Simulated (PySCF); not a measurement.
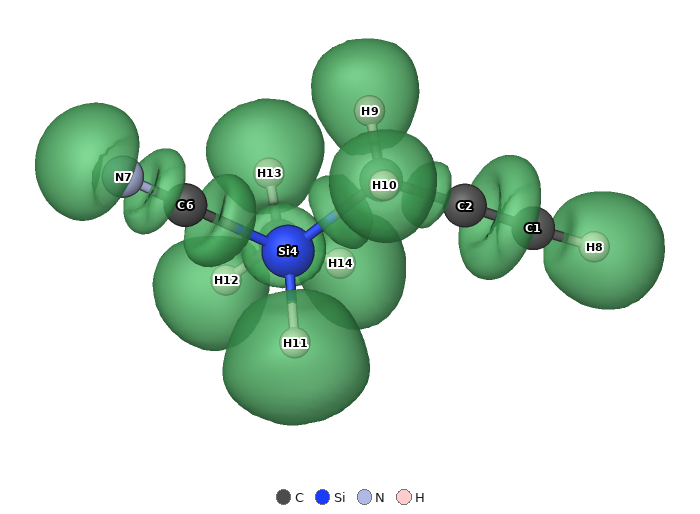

Figure. C$_{5}$H$_{7}$NSi. Isosurface of the electron localisation function at 0.8 (green), seen from one side. Only the valence region is drawn (cores and ρ < 0.01 e/Å³ removed).

Geometry: GFN2-xTB.

All numbers below come from PySCF 2.14.0, PBE0/pcSseg-1, SCF density, gas phase, non-relativistic.

```tsv
atom	x (Å)	y (Å)	z (Å)
C	2.5207	-1.5723	-0.1110
C	1.8788	-0.5858	-0.3293
C	1.0711	0.5850	-0.5682
Si	-0.4861	0.5938	0.5489
C	-1.5751	-0.9213	0.2138
C	-1.4339	2.1284	0.0413
N	-2.0082	3.0689	-0.2722
H	3.1083	-2.4239	0.0589
H	0.7820	0.6037	-1.6229
H	1.6745	1.4767	-0.3820
H	-0.1412	0.7595	1.9655
H	-2.4722	-0.9100	0.8262
H	-1.8878	-0.9673	-0.8268
H	-1.0315	-1.8359	0.4356
```

Describe the localisation domains.

At this value the surface marks out two regions between bonded C–C atoms (shared pairs), one region between bonded C–N atoms (shared pairs), three regions between bonded C–Si atoms (shared pairs), seven regions around hydrogen nuclei and one lobe on N, pointing away from the bonds (lone pairs).

Values along the shortest contacts:
C–N (1.15 Å): the ELF peaks at about 0.85 between the atoms; a short, multiple covalent bond. C–C (1.20 Å): the ELF peaks at about 0.85 between the atoms: a short, multiple covalent bond.
